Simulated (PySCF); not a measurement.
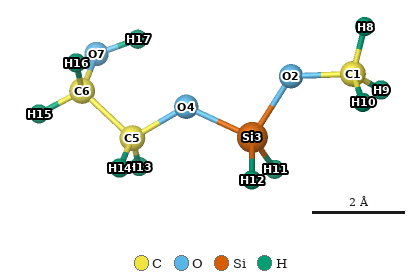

*The structure as given in the input (ball-and-stick view, seen at a tilt; atoms are numbered from 1 in the order of the input).*

Bond lengths as drawn: C–C 1.53 Å, C–H 1.09 to 1.10 Å, C–O 1.39 to 1.40 Å, H–O 0.97 Å, H–Si 1.47 Å and O–Si 1.61 Å.

## C$_{3}$H$_{10}$O$_{3}$Si: NMR shielding calculation

- system: C$_{3}$H$_{10}$O$_{3}$Si
- method: GIAO PBE0/pcSseg-1 NMR shielding, non-relativistic, gas phase (PySCF 2.14.0)

The geometry comes from this level: GFN2-xTB. Figures and captions count atoms from 1; the log counts them from 0 in places.

## Output
```
coarse grid: 14344 points
cycle   1  E = -634.7287179327  dE =  9.449e-01  |g| = 1.034e+00  |ddm| = 3.496e+00
cycle   2  E = -634.4584850786  dE =  2.702e-01  |g| = 1.594e+00  |ddm| = 1.980e+00
cycle   3  E = -634.9148831378  dE = -4.564e-01  |g| = 9.636e-02  |ddm| = 1.357e+00
cycle   4  E = -634.9161544162  dE = -1.271e-03  |g| = 5.479e-02  |ddm| = 9.707e-02
cycle   5  E = -634.9166530361  dE = -4.986e-04  |g| = 1.179e-02  |ddm| = 4.027e-02
cycle   6  E = -634.9166751397  dE = -2.210e-05  |g| = 2.847e-03  |ddm| = 9.235e-03
cycle   7  E = -634.9166769476  dE = -1.808e-06  |g| = 4.743e-04  |ddm| = 2.381e-03
final grid: 132896 points
cycle   8  E = -634.9884689547  dE = -2.505e-05  |g| = 1.340e-02  |ddm| = 2.133e-02
cycle   9  E = -634.9884367355  dE =  3.222e-05  |g| = 1.909e-02  |ddm| = 1.772e-02
cycle  10  E = -634.9885008069  dE = -6.407e-05  |g| = 1.286e-03  |ddm| = 1.128e-02
cycle  11  E = -634.9885011656  dE = -3.587e-07  |g| = 1.922e-04  |ddm| = 1.190e-03
cycle  12  E = -634.9885011722  dE = -6.563e-09  |g| = 8.186e-05  |ddm| = 1.960e-04
cycle  13  E = -634.9885011732  dE = -1.034e-09  |g| = 2.553e-05  |ddm| = 6.389e-05
cycle  14  E = -634.9885011733  dE = -1.171e-10  |g| = 4.149e-06  |ddm| = 2.253e-05
```

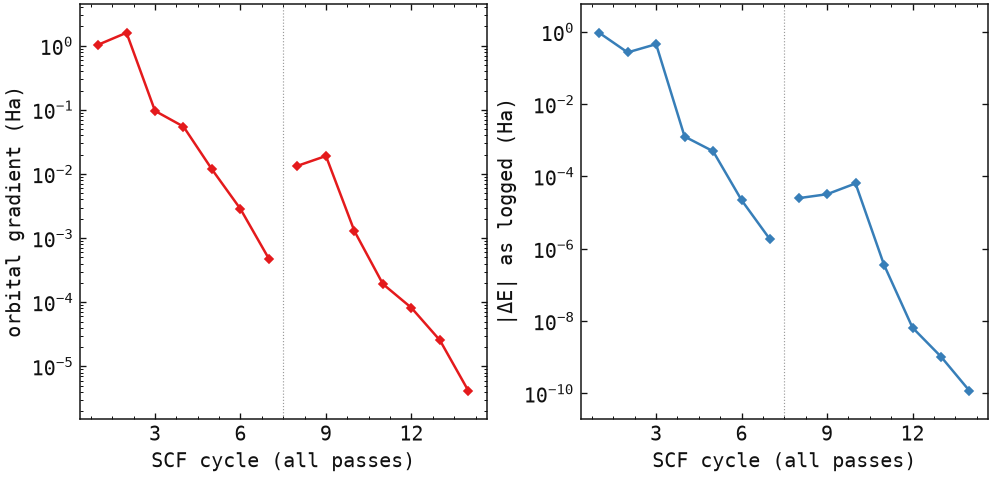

*Convergence of the self-consistent field: orbital gradient and size of the energy change against the SCF cycle. The dotted line marks the change from a coarse to the final integration grid.*

The first 7 cycles use a coarse grid, the final grid takes over at cycle 8, and the field converges after 14 cycles in all.

```
converged SCF energy = -634.9885011733

GIAO shielding tensors (ppm)
atom      isotropic    diamagn.    paramagn.     s11        s22        s33       span
  0 C      136.767     239.617    -102.851    110.276    114.254    185.771     75.495
  1 O      329.146     401.343     -72.197    295.194    324.718    367.525     72.331
  2 Si     375.759     883.717    -507.958    341.366    355.624    430.287     88.921
  3 O      308.130     401.675     -93.545    268.569    302.036    353.785     85.216
  4 C      121.820     243.740    -121.919    103.509    114.274    147.678     44.169
  5 C      119.078     244.336    -125.259    100.374    110.301    146.558     46.184
  6 O      311.952     391.112     -79.161    280.432    322.077    333.345     52.913
  7 H       27.707      27.116       0.591     23.376     25.603     34.142     10.766
  8 H       27.968      27.457       0.511     23.676     25.771     34.457     10.781
  9 H       28.006      27.190       0.816     23.760     25.770     34.488     10.728
 10 H       26.857      32.057      -5.200     23.879     24.986     31.704      7.824
 11 H       26.842      31.748      -4.906     23.879     24.886     31.763      7.884
 12 H       27.865      30.394      -2.528     22.947     26.802     33.847     10.899
 13 H       27.961      30.250      -2.289     23.094     27.698     33.091      9.997
 14 H       28.026      27.340       0.687     23.856     27.319     32.903      9.047
 15 H       27.476      29.291      -1.815     23.091     26.566     32.772      9.680
 16 H       29.874      34.503      -4.628     19.218     29.606     40.799     21.580
```

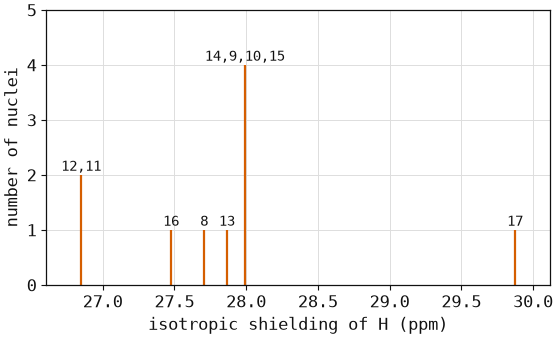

*Isotropic shieldings of the hydrogen nuclei in this fixed geometry, labelled by atom number; shielding grows to the right, so chemical shift grows to the left.*

The least shielded is H12 (26.8 ppm), the most shielded H17 (29.9 ppm).

This output came from the following input.

## Input
```
{"job": {"kind": "nmr", "xc": "PBE0", "basis": "pcSseg-1", "pop": false}, "charge": 0, "multiplicity": 1}
C      3.262343     0.734518     0.425456
O      1.880817     0.589707     0.487739
Si     1.009380    -0.500314    -0.317885
O     -0.451769    -0.121925     0.247254
C     -1.646767    -0.760306    -0.085747
C     -2.792690    -0.007692     0.591499
O     -2.873681     1.313745     0.131237
H      3.555755     1.506299     1.137353
H      3.577866     1.030891    -0.577828
H      3.765977    -0.200809     0.680113
H      1.094959    -0.317985    -1.770411
H      1.386064    -1.877010     0.018869
H     -1.784364    -0.749327    -1.172702
H     -1.625899    -1.803387     0.247942
H     -3.747371    -0.484369     0.359795
H     -2.632583    -0.028128     1.679163
H     -1.985036     1.688123     0.194760
```

The first line tells a small driver script what to run in PySCF; the rest is the geometry in Å.

Run as:
```bash
OMP_NUM_THREADS=1 python <driver script> task.json out
```

## Summary

| quantity | value |
| --- | --- |
| outcome | converged |
| total energy | −634.988501 hartree |
| HOMO | −7.62 eV |
| LUMO | 0.55 eV |
| dipole moment | 2.87 D |
| isotropic shielding, C | 119.1 to 136.8 ppm |
| isotropic shielding, O | 308.1 to 329.1 ppm |
| isotropic shielding, Si | 375.8 ppm |
| isotropic shielding, H | 26.8 to 29.9 ppm |
| hardware | 1 CPU thread, shared host |
| wall time | 23 s |
| peak memory | 0.79 GiB |

Settings chosen away from the usual ones: PBE0/pcSseg-1.
